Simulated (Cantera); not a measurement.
Charge: 1 mol FeCl3, 3 mol HCl, a varied amount of H2, held at 1200 °C and 6.08 Torr.

Equilibrium computed with Cantera from the NASA thermochemical tables; the gas is ideal and each condensed phase is pure. Candidate condensed phases: Fe, FeCl2, FeCl3; 11 gas species. The numbers say what is thermodynamically allowed, not how fast it happens.

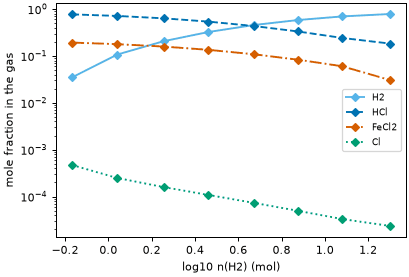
Fig. 1. Equilibrium gas composition (values under 1e-9 drawn at 1e-9)

From 0.68 mol H2 to 7.5 mol H2 nothing is condensed. From 12 mol H2 to 20 mol H2 the condensed part is Fe(γ). The main Fe-bearing gas is FeCl2 throughout.
